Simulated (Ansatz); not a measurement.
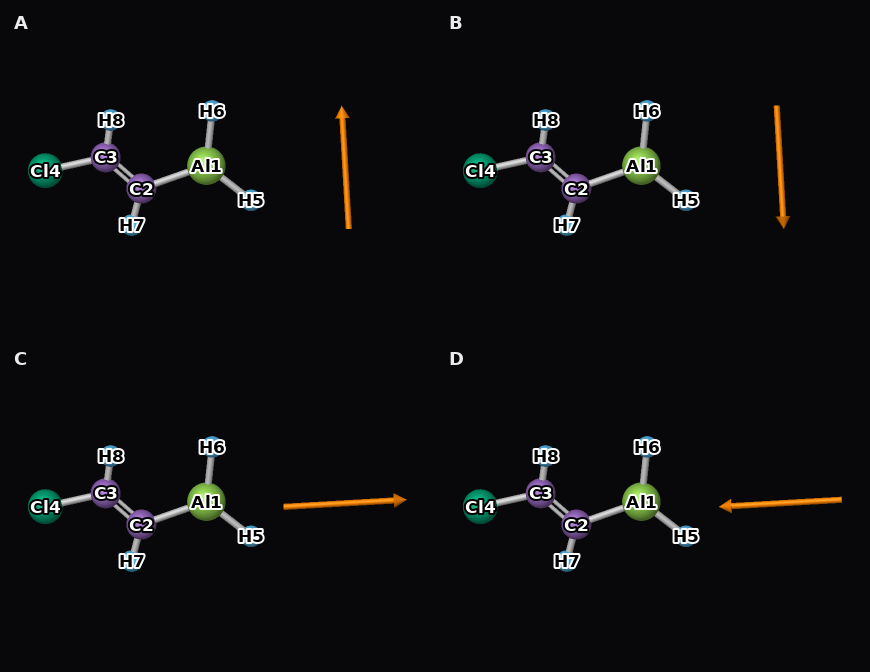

The same molecule four times, each with an arrow. Computed geometry: PBE0-D4/def2-TZVP optimisation. No frequency run is at hand to confirm it as a minimum. Properties computed with RKS PBE0-D4/def2-TZVP (Ansatz 0.2.0).

Question: Which arrow points along the dipole moment, from the negative to the positive end?

Answer: C. The dipole moment is 0.65 D; it points from the side of Cl4 to the side of H5 (the outermost atoms at the two ends).
